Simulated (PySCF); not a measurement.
C6H10ClNSi

Input

```
{"job": {"kind": "nmr", "xc": "PBE0", "basis": "pcSseg-1"}, "charge": 0, "multiplicity": 1}
C     -3.350789    -0.464488     1.136679
C     -2.311325     0.007420     0.454737
C     -1.779919    -0.664112    -0.714935
N     -0.793608    -0.305977    -1.411423
Si     0.408342     0.907864    -1.389971
Cl     0.536830     1.481809    -3.323425
C      1.999334    -0.008711    -0.860302
C      1.934035    -0.418586     0.566033
C      2.656270     0.114140     1.535426
H     -3.738481     0.032826     2.009396
H     -3.851120    -1.372671     0.840550
H     -1.805616     0.916406     0.749599
H     -2.297499    -1.577984    -1.014012
H      0.248516     2.127552    -0.593455
H      2.862984     0.635089    -1.025219
H      2.115460    -0.892008    -1.490158
H      1.212126    -1.194576     0.789354
H      3.378518     0.889827     1.338611
H      2.566138    -0.204570     2.559859
```

Launched as:

```sh
OMP_NUM_THREADS=1 python probes_run.py task.json out
```

Geometry: GFN2-xTB.

All numbers below come from PBE0/pcSseg-1, SCF density, gas phase, non-relativistic (PySCF 2.14.0).

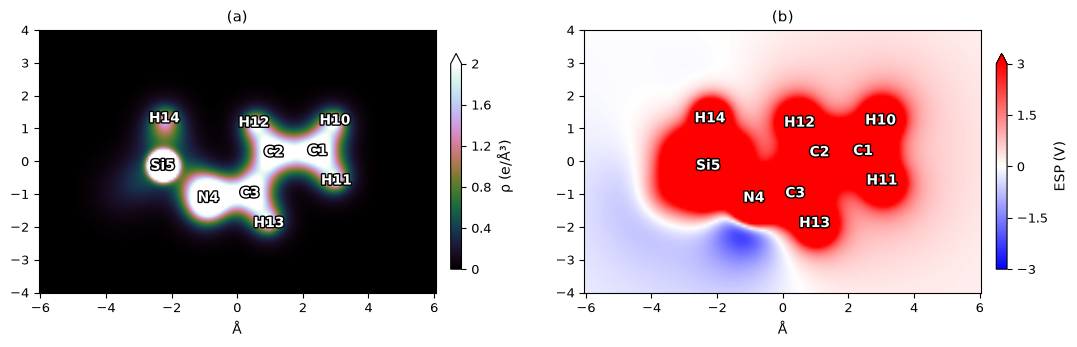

Figure 1. (a) total electron density; (b) molecular electrostatic potential on the plane of atoms C2, C3 and N4.

Describe what can be read from this map.

Answer. Atoms in the plane: C, N, Si and H. C–N (1.26 Å): ρ is about 2.8 e/Å³ halfway. C–C (1.33 Å): ρ is about 2.3 e/Å³ halfway. Si–N (1.71 Å): the density is about 1.1 e/Å³ at the midpoint. C–H (1.08 Å): the density is about 2.1 e/Å³ at the midpoint. C–C (1.45 Å): ρ is about 1.9 e/Å³ halfway. Outside the dense part of the molecule the potential is most negative (−2.2 V) near N4.

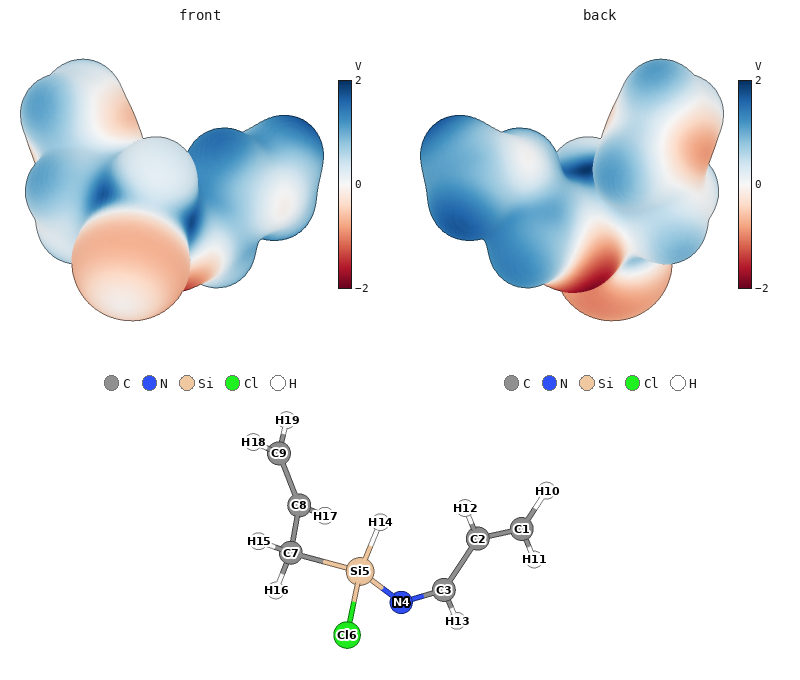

Figure 2. The electrostatic potential painted on the density surface at 0.004 e/bohr³, seen from the front and from behind; red is negative and blue positive. The bare structure is drawn below in the same view.

Where is the surface potential most negative and most positive?

Answer. The most negative region (about −1.8 V) lies over N4, the most positive (about +1.7 V) over Si5, H10 and H11. N4 is the likeliest acceptor of a hydrogen bond.

What dipole moment does the calculation give?

Answer. Its dipole moment is 3.70 D.
